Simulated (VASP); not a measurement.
Band structure of Ga4BiAs3 (space group Amm2). Method: PBEsol GGA, VASP's PBE PAW potentials (set 64) (plane waves; VASP 6.6.1).

Unless said otherwise, spin-orbit coupling is left out, though it shifts the bands of the heavy elements here.

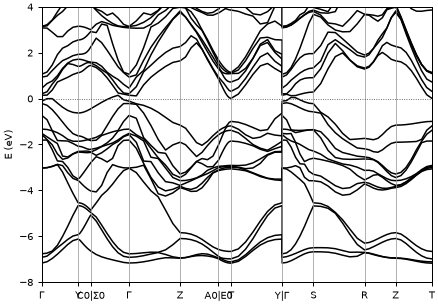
Fig. 1. Bands along high-symmetry lines, zero at the valence-band maximum or, without a gap, the Fermi level

Read the plot: is there a gap, and where are the band edges?

It has no gap at this level: it comes out as a metal or semimetal. (Edges off the drawn lines would not show.)

The structure comes from a computed database's Ga4BiAs3 entry (Amm2); how it stands against other phases isn't given here. It was relaxed first, which changed the volume by -5 %.
